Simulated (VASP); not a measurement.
Band structure of MgZn3S4 (space group P-43m). All values below come from r2SCAN meta-GGA, VASP's PBE PAW potentials (set 64) (plane waves; VASP).

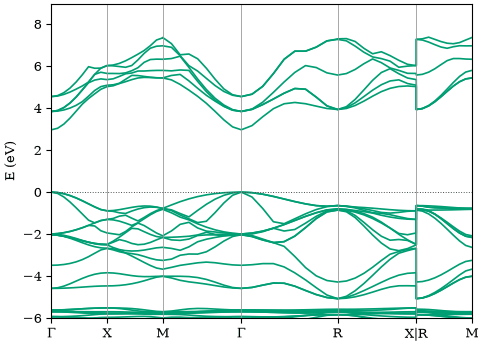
Figure. Bands along high-symmetry lines, zero at the valence-band maximum or, without a gap, the Fermi level

Question: Read the plot: is there a gap, and where are the band edges?

Answer: The gap is direct, 2.97 eV, from the valence maximum at Γ to the conduction minimum at Γ.

The structure comes from a computed database's MgZn3S4 entry (P-43m); how it stands against other phases isn't given here. It was relaxed first.
